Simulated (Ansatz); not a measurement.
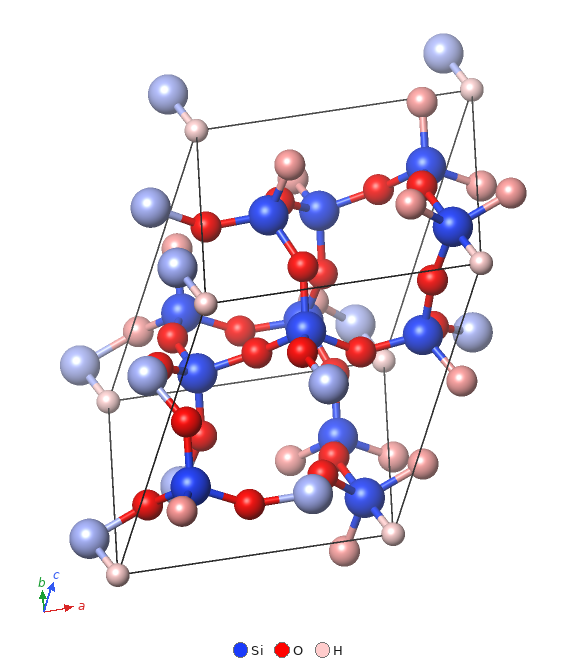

Ball-and-stick representation of a periodic structure, projected from a general direction. The lines enclose the simulation cell; boundary atoms appear with their images. Periodic images bonded to atoms of the box are shown as well, in fainter colours.

Notes on the structure:

- Formula: Si₉HO₁₈.
- Space group: P1, with no symmetry beyond the lattice.
- Content of the cell: 9 Si, 1 H, 18 O (Z = 1).
- About every O there are two Si. Each H atom is coordinated by one Si.
- The bonds build a three-dimensional framework.

Starting structure: a structure listed in the Materials Project, repeated into a supercell with a point defect put in. The atoms were relaxed in a fixed cell with Ansatz, DFT PBE, scalar-relativistic, plane waves, PAW.
